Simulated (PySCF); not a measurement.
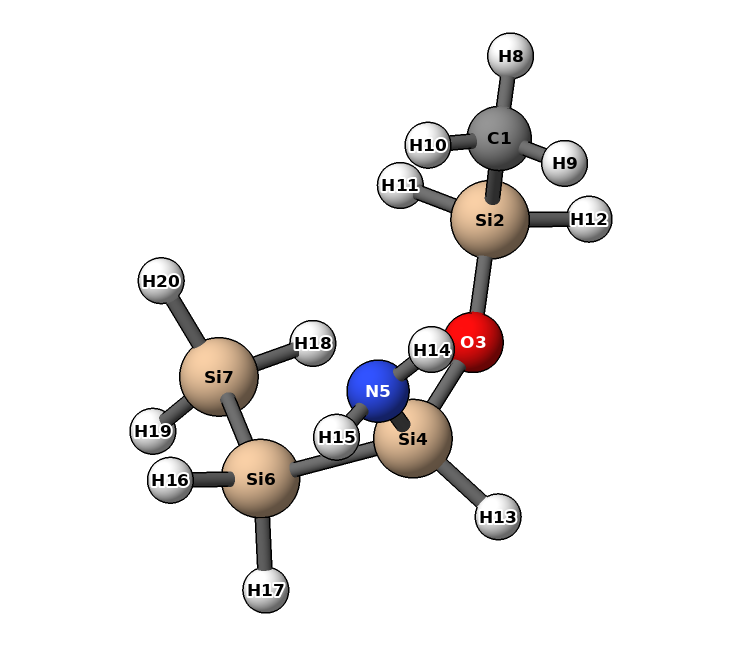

The geometry was computed by an optimisation with GFN2-xTB. No frequency run is at hand to confirm it as a minimum. Method: GIAO PBE0/pcSseg-1 NMR shielding, non-relativistic, gas phase (PySCF 2.14.0). Principal shieldings σ11 ≤ σ22 ≤ σ33, span Ω = σ33 − σ11, skew κ = 3(σiso − σ22)/Ω.

Give the shielding tensors of the N atoms.

| atom | σ11 | σ22 | σ33 | σiso | Ω | κ |
| --- | --- | --- | --- | --- | --- | --- |
| N5 | 193.4 | 248.4 | 262.4 | 234.7 | 69.1 | −0.59 |

Shieldings and span in ppm.

The geometry is semi-empirical. Around Si such bond lengths and angles can be off by a tenth of an ångström or more and by several degrees, and values that hang on the shape move with them.
